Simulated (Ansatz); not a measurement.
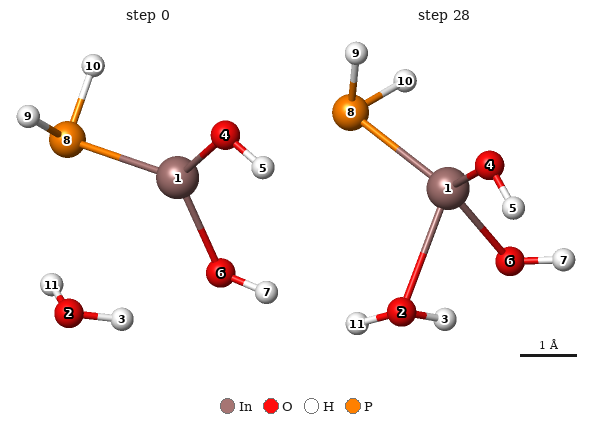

The structure of InPH6O3 before (left) and after (right) a relaxation, at one scale.

The picture is a ball-and-stick view, seen at a tilt.

The run prepares an end point of a later path (reaction) calculation, from a guessed geometry.

All numbers below come from Ansatz 0.2.0, RKS B3LYP-D4/def2-SVP.

Input
```yaml
crystal:
  periodic: [false, false, false]
  atoms:
    - { symbol: In, position_ang: [0.36702, 0.676532, -0.23878] }
    - { symbol: O, position_ang: [-0.639288, 0.112318, 2.721324] }
    - { symbol: H, position_ang: [-1.168929, -0.222775, 1.970898] }
    - { symbol: O, position_ang: [1.756657, -0.144445, -1.428461] }
    - { symbol: H, position_ang: [1.527779, -1.041379, -1.712841] }
    - { symbol: O, position_ang: [-1.385945, -0.328662, 0.024722] }
    - { symbol: H, position_ang: [-1.553855, -1.119879, -0.507859] }
    - { symbol: P, position_ang: [0.327518, 2.75389, 1.141307] }
    - { symbol: H, position_ang: [1.70492, 2.600631, 1.482754] }
    - { symbol: H, position_ang: [0.643064, 3.637723, 0.062561] }
    - { symbol: H, position_ang: [-0.887942, 1.066744, 2.744874] }
basis:
  gaussian: { orbitals: def2-SVP }
hamiltonian:
  xc: b3lyp
  dispersion: d4
relax:
  f_tol: 0.03
  max_steps: 50
```

Run as
```bash
ansatz run input.yaml --threads 4 --pin off --max-ram 5120MiB --backend cpu --events-out ev --progress --plain --runs-dir out
```

What changed between the two?

Answer. The atom that moves furthest after the best rigid fit is H9 (1.28 Å). Largest moves by element: H 1.28 Å, O 0.89 Å, P 0.55 Å, In 0.51 Å. Some distances before and after: In1–O2 3.177 → 2.376 Å, In1–H3 2.837 → 2.404 Å, In1–O6 2.038 → 2.080 Å, O2–H3 0.978 → 1.002 Å. New bonds form, among them: In1–O2 (3.18 → 2.38 Å). Bond angles that change, for instance: O4–In1–P8 132.9° → 124.7°, O6–In1–P8 109.0° → 117.1°, H3–O2–H11 102.3° → 107.0°. Groups turn about In1–P8 by about 60°, In1–O6 by about 35°. Over 25 accepted moves (28 points after the start) the energy falls by 46.8 kJ/mol. The largest force component goes from 0.88 to 0.0096 eV/Å. The line search rejected the trial steps at points 7, 12, 22 of the run. The forces were under the threshold at step 23, but the run went on from there. Cost: 49 s on 4 threads of Arm Neoverse V2, with other jobs on the host, peak memory 0.3 GiB.
